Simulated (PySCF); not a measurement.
**C$_{3}$H$_{11}$NO$_{2}$Si$_{2}$: density, localisation and related maps**

```xyz
19

C     1.9051   -1.8162    1.9131
O     1.0909   -1.4524    0.8439
Si   -0.0535   -0.2897    0.8904
Si    0.6232    1.9033    0.9879
N    -0.7118   -0.5327   -0.7219
C    -1.1933    0.5233   -1.3911
C    -1.7815    0.2441   -2.7554
O    -1.1538    1.6487   -0.9202
H     2.6264   -2.5529    1.5581
H     2.4374   -0.9503    2.3123
H     1.3078   -2.2532    2.7172
H    -1.1377   -0.7659    1.7754
H    -0.4425    2.8048    1.4055
H     1.6660    2.0309    2.0421
H     1.3049    2.3732   -0.2193
H    -0.7329   -1.4286   -1.1823
H    -1.0090   -0.1502   -3.4131
H    -2.1763    1.1647   -3.1758
H    -2.5792   -0.4917   -2.6741
```

Geometry: GFN2-xTB.

Method: PBE0/pcSseg-1, SCF density, gas phase, non-relativistic in PySCF 2.14.0.

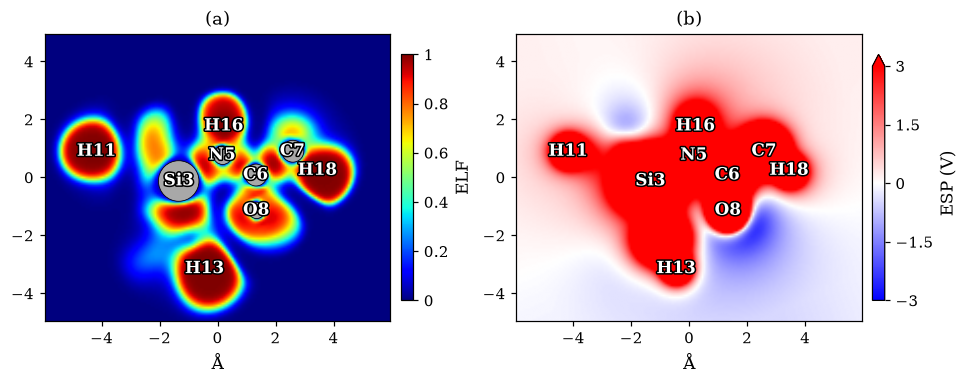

Figure 1. (a) electron localisation function; (b) molecular electrostatic potential on the plane of atoms N5, C6 and O8. Grey discs cover the atomic cores in the ELF map.

**What does the map show?**

Atoms in the plane: Si, N, C, O and H. C–O (1.22 Å): the ELF peaks at about 0.85 between the atoms; a short, multiple covalent bond. C–N (1.34 Å): the ELF peaks at about 0.90 between the atoms: a covalent bond. C–C (1.51 Å): the ELF peaks at about 0.95 between the atoms; a shared electron pair. Si–N (1.76 Å): the ELF peaks at about 0.95 between the atoms; a shared but strongly polarised pair. N–H (1.01 Å): the ELF climbs to about 1 towards the hydrogen, as it does in any bond to H: an ordinary covalent bond to hydrogen. The ELF also peaks beside O8, away from the bonds: lone-pair regions. Outside the dense part of the molecule the potential is most negative (−2.4 V) near O8.

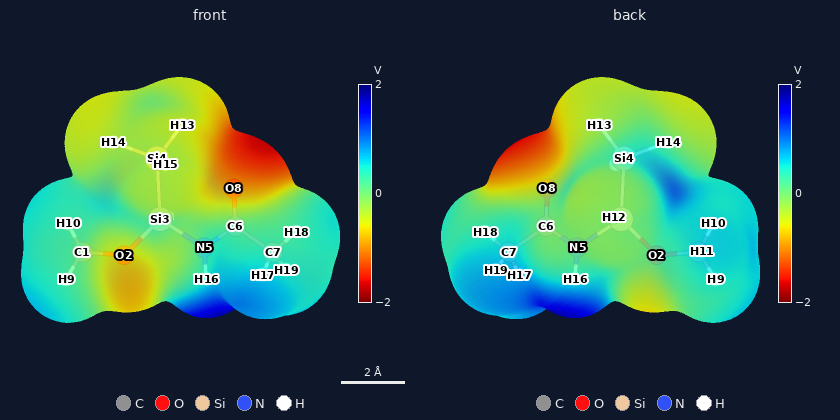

Figure 2. The molecular electrostatic potential painted on the density surface at 0.001 e/bohr³, seen from the front and from behind; the colour scale runs from red (negative) to blue (positive).

**Which sites attract a positive test charge, and which a negative one?**

A positive charge is drawn to the negative regions and a negative charge to the positive ones. The most negative region (about −1.6 V, or −37 kcal/mol for a unit charge) lies over O8, the most positive (about +1.7 V, or +39 kcal/mol for a unit charge) over H16. O8 is the likeliest acceptor of a hydrogen bond.

**What dipole moment does the calculation give?**

Its dipole moment is 3.52 D.
